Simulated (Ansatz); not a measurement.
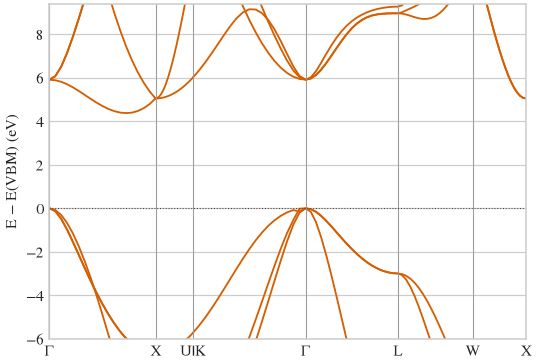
Band structure from the program Ansatz at the r²SCAN+D4 level (PAW)

Problem. Read off the gap and where the band edges lie.

Solution. About 4.4 eV (4.37 eV by a search for the band edges); maximum at Γ, minimum on the Γ–X line, 72 % of the way from Γ.

The material is C (diamond, Fd-3m).

The r²SCAN+D4 relaxation kept the symmetry of its start.

Potentials: the later of the program's two PAW sets.
